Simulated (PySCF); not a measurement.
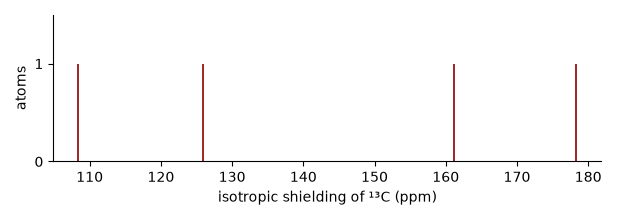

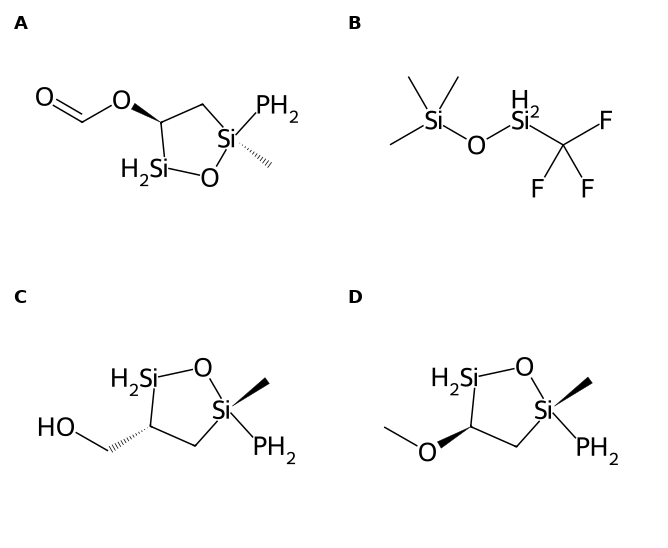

The sticks are computed shieldings of one of the molecules, for one fixed geometry (GFN2-xTB) without averaging over rotations. Low shielding means a high chemical shift. Method: GIAO PBE0/pcSseg-1 NMR shielding, non-relativistic, gas phase (PySCF 2.14.0).

Question: Match the spectrum to a structure.

Answer: D, `CO[C@@H]1C[Si@@](C)(P)O[SiH2]1`. Its 4 C atoms give lines at 108.4, 125.9, 161.2, 178.4 ppm.

The geometry is semi-empirical. Around P, Si such bond lengths and angles can be off by a tenth of an ångström or more and by several degrees, and values that hang on the shape move with them.
